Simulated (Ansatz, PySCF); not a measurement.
H2S (SMILES S) and CH2O2 (SMILES O=CO) are pulled apart as rigid monomers along the line of their centres of mass, from the B3LYP-D3(BJ)/def2-TZVP minimum. Starting geometry (charge 0, multiplicity 1):
```json
[
 {"atom": "S", "x (Å)": "0.1716", "y (Å)": "0.5064", "z (Å)": "-0.4256"},
 {"atom": "H", "x (Å)": "0.0905", "y (Å)": "-0.7136", "z (Å)": "0.1382"},
 {"atom": "H", "x (Å)": "-1.1555", "y (Å)": "0.5707", "z (Å)": "-0.6241"},
 {"atom": "O", "x (Å)": "-0.2079", "y (Å)": "-1.3942", "z (Å)": "2.4542"},
 {"atom": "C", "x (Å)": "-0.2229", "y (Å)": "-0.4617", "z (Å)": "3.2136"},
 {"atom": "O", "x (Å)": "-0.1072", "y (Å)": "0.8234", "z (Å)": "2.8777"},
 {"atom": "H", "x (Å)": "-0.3368", "y (Å)": "-0.5566", "z (Å)": "4.3016"},
 {"atom": "H", "x (Å)": "-0.0052", "y (Å)": "0.8942", "z (Å)": "1.9015"}
]
```

Interaction energies with rigid monomers; basis-set methods are counterpoise corrected unless marked otherwise.

Correlated levels freeze the cores. Rows in 3-21G, 6-31G*, STO-3G carry no dispersion term and start afresh at each structure (6-31G* with six Cartesian d functions). MP2/6-31G* freezes PySCF's default core.

Programs: Ansatz (a first-principles code); PySCF for 3-21G rows, 6-31G* rows, STO-3G rows. Values without a source in brackets are computed.

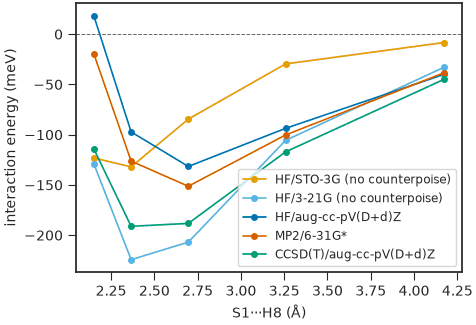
Figure. Interaction energy against separation

Problem. Which level binds most strongly at S1···H8 = 2.37, and by how much?

Solution. HF/3-21G (no counterpoise), -224 meV.
